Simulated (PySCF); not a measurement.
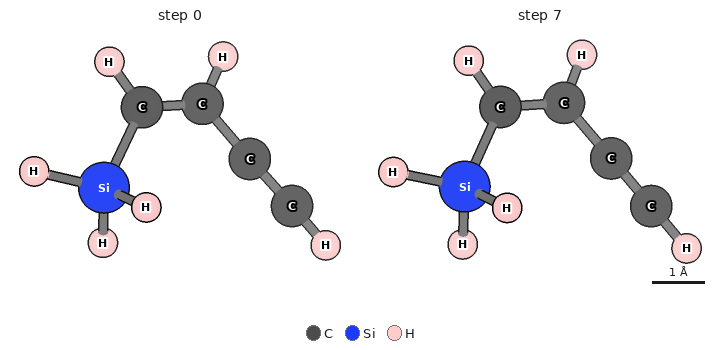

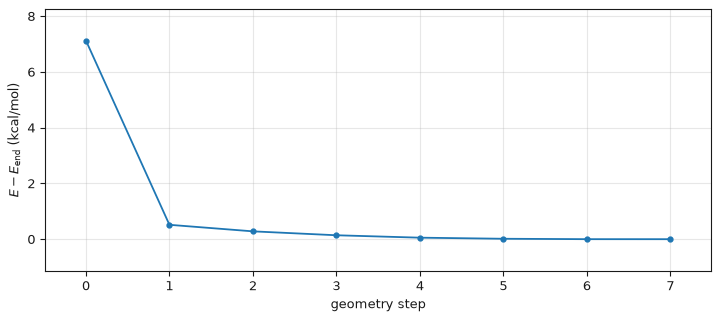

First and last geometry of a relaxation of C$_{4}$H$_{6}$Si, with the history of the run. The picture is a ball-and-stick view, seen at a tilt.

The start comes from GFN2-xTB. Its atoms were then displaced at random by about 0.01 Å.

Level of theory: PySCF, PBE0-D3(BJ)/def2-SVP geometry optimisation, gas phase. 

Q: What do the curves and the structures tell?

A: It converged. Over 7 geometry steps the energy falls by 7.13 kcal/mol. An H atom moves most after the best rigid fit: 0.064 Å. Largest moves by element: H 0.064 Å, C 0.037 Å, Si 0.026 Å. Near-neighbour distances that change, for instance: C–C 1.283 → 1.349 Å, C–H 1.010 → 1.074 Å, H–Si 1.435 → 1.494 Å, C–Si 1.912 → 1.878 Å. Among the angles between lasting bonds that change: C–C–H 113.0° → 116.0°, C–C–H 122.7° → 120.4°, Si–C–H 117.0° → 119.3°. Cost: 29 s on 1 thread of Arm Neoverse V1, on a shared host.

```
step  E − E(0), kcal/mol
   0                0.00
   1               -6.61
   2               -6.84
   3               -6.98
   4               -7.07
   5               -7.11
   6               -7.12
   7               -7.13
```
